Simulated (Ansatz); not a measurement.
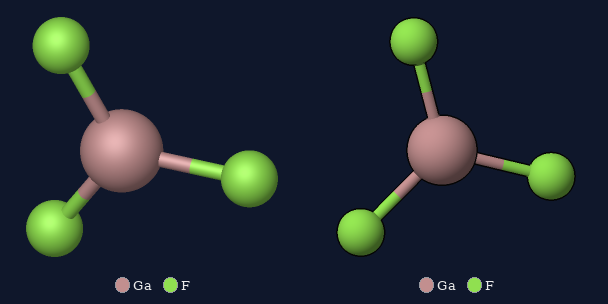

Source: calculation with Ansatz.

Both panels show the same species.

Geometry: a fixed input geometry, not necessarily a minimum.

What is the molecular formula?

GaF₃, 4 atoms: 1 gallium and 3 fluorine.

How many bonds of each kind are drawn?

3 F–Ga. Sticks follow a distance rule.
